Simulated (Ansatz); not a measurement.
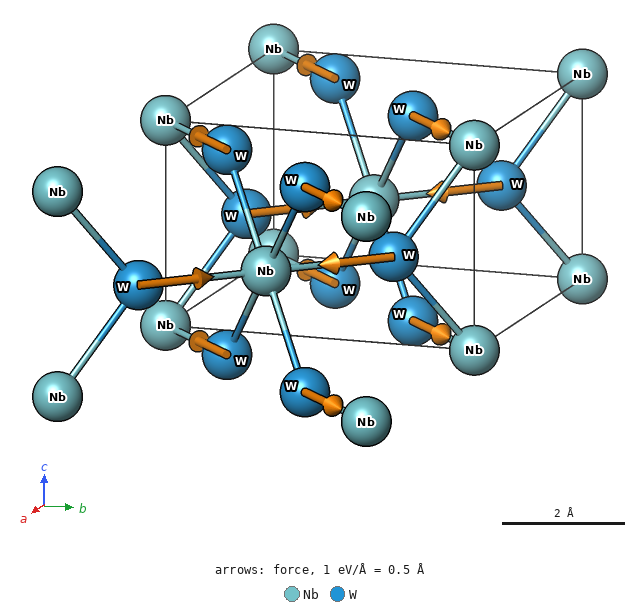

Starting geometry of solid NbW$_{2}$ (built on the rutile_136 type) (coarse preliminary run) with the computed forces as orange arrows. Style: ball-and-stick. Shown: the cell of the calculation, repeated 2 × 1 × 1 with one cell outlined, slightly off an axis.

Case: rutile type (P4_2/mnm, No. 136).

These are results of Ansatz 0.2.0, DFT PBE, scalar-relativistic, plane waves, PAW, not measurements. Settings: plane-wave cutoff 420 eV; k-point mesh 4 × 4 × 6; occupations gaussian; smearing width 0.1 eV; no spin polarisation; cell and atoms relaxed; force threshold 0.04 eV/Å; at most 70 steps.

Is this structure relaxed? If not, where do the atoms go?

It isn't relaxed: the largest force vector, on W atoms, is 2.81 eV/Å. The atoms end up moving mostly along the starting forces (cosine between the two patterns 1.00). The largest moves relative to the cell, 0.38 Å, are those of W atoms. Nb stays in place. Cell: a = b 5.407 → 6.633 Å (+22.7 %), c 3.483 → 2.873 Å (−17.5 %). Volume +24.2 %. Near-neighbour distances that change, for instance: W–W 2.967 → 4.396 Å, W–W 3.483 → 2.873 Å, Nb–Nb 3.483 → 2.873 Å, Nb–W 2.288 → 2.626 Å. Among the angles between lasting bonds that change: W–Nb–W 99.1° → 66.3°, W–Nb–W 80.9° → 113.7°, Nb–W–Nb 99.1° → 66.3°. The space group stays P4_2/mnm (No. 136). The energy falls by 1278 meV per atom in 13 accepted moves (16 points after the start). Largest force component: 2 eV/Å at the start, 0.0014 eV/Å at the end. Pressure: 58.40 GPa at the start and −0.05 GPa at the end. The line search rejected the trial step at point 10 of the run. The SCF was repeated twice at an unchanged geometry on a basis and grid sized afresh for the cell, which shifted the energy by 25.2 meV per atom at most.
